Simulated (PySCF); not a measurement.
C₃H₁₂OSi₂, SMILES [SiH2](OC)[SiH2]CC at its GFN2-xTB optimised geometry (Å):

```
18

C      1.4025    -2.5715    -0.5856
C      1.9476    -1.5353     0.3891
Si     1.3429     0.2303     0.0000
Si    -0.9540     0.2303     0.0000
O     -1.2223     1.8336     0.0000
C     -2.4473     2.4944    -0.0117
H      1.7064    -2.3344    -1.6028
H      1.7716    -3.5682    -0.3467
H      0.3145    -2.5947    -0.5528
H      3.0372    -1.5643     0.3650
H      1.6572    -1.8153     1.4033
H      1.9418     0.6046    -1.2951
H      1.9829     1.1187     0.9863
H     -1.6388    -0.3907     1.1516
H     -1.6374    -0.3829    -1.1565
H     -3.0224     2.2304    -0.9025
H     -2.2569     3.5682    -0.0123
H     -3.0372     2.2342     0.8706
```

Calculation: B3LYP/def2-SVP run with PySCF.

Map of the HOMO−1 amplitude (bohr^(-3/2)) on the plane z = 1.5 Å; orbital energy -7.66 eV, overall sign arbitrary:

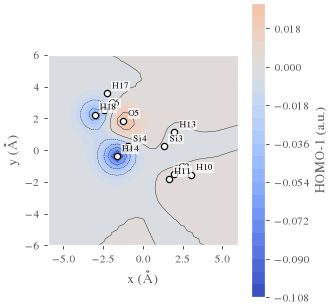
*HOMO−1 amplitude (bohr^(-3/2)) on the plane z = 1.5 Å.*
